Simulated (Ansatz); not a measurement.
Consider C2H4FNOSi.

Input

```
crystal:
  periodic: [false, false, false]
  atoms:
    - {symbol: C, position_ang: [0.084232, -1.083189, -1.145845]}
    - {symbol: O, position_ang: [0.586712, -0.835974, 0.157184]}
    - {symbol: Si, position_ang: [0.081582, 0.261355, 1.215369]}
    - {symbol: F, position_ang: [-1.369165, -0.048255, 1.774460]}
    - {symbol: C, position_ang: [-0.080356, 1.892884, 0.352344]}
    - {symbol: N, position_ang: [-0.145765, 2.893706, -0.213161]}
    - {symbol: H, position_ang: [0.818180, -1.689659, -1.675349]}
    - {symbol: H, position_ang: [-0.067762, -0.148956, -1.694039]}
    - {symbol: H, position_ang: [-0.860421, -1.629014, -1.093014]}
    - {symbol: H, position_ang: [1.035861, 0.335804, 2.325052]}
basis:
  gaussian: {orbitals: def2-TZVPP}
hamiltonian: {xc: pbe0, dispersion: d4}
output: {orbitals: {seedname: orbitals}}
```

Command:

```sh
ansatz run in.yaml --threads 4 --pin off --events-out ev --progress --plain --max-ram 10444MiB
```

Geometry: PBE0-D4/def2-TZVP.

Method: Ansatz, RKS PBE0-D4/def2-TZVPP.

What can the converged electron density and electron localisation function tell about the bonding?

C–N (1.15 Å): the density is about 3.8 e/Å³ at the midpoint; the ELF peaks at about 0.85 between the atoms: a short, multiple covalent bond.
Si–O (1.61 Å): ρ is about 1.3 e/Å³ halfway; the ELF peaks at about 0.85 between the atoms: a short, strongly polar bond.
C–Si (1.85 Å): the density is about 0.95 e/Å³ at the midpoint; the ELF peaks at about 0.95 between the atoms (localised, covalent bonding).

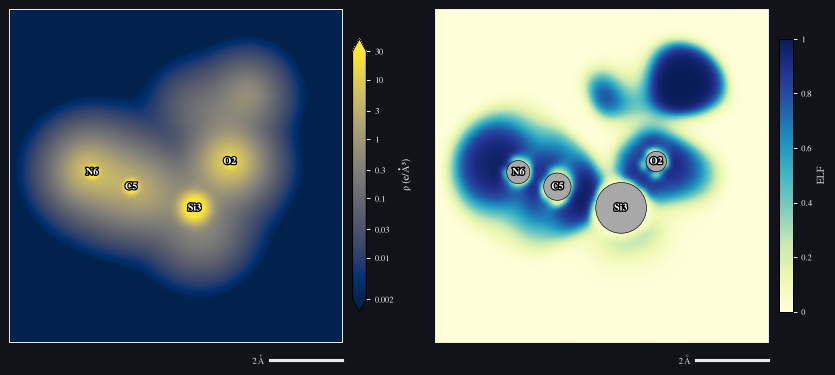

Computed electron density and electron localisation function on the plane of atoms O2, Si3 and C5, in this order. Grey discs cover the atomic cores in the ELF map. 
